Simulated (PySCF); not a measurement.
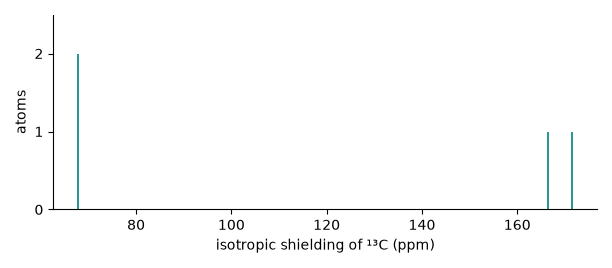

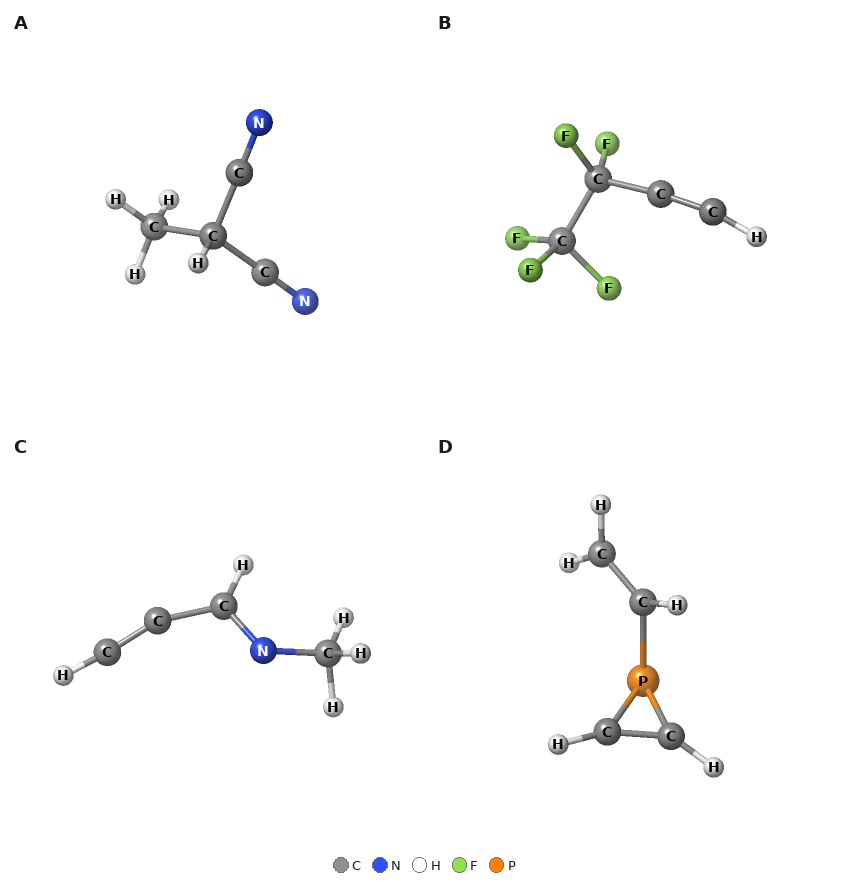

The sticks are computed shieldings of one of the molecules, for one fixed geometry (GFN2-xTB) without averaging over rotations. Low shielding means a high chemical shift. Method: GIAO PBE0/pcSseg-1 NMR shielding, non-relativistic, gas phase (PySCF 2.14.0).

Which molecule gives this pattern?

A, `CC(C#N)C#N`. Its 4 C atoms give lines at 67.8 (2 atoms), 166.4, 171.6 ppm.
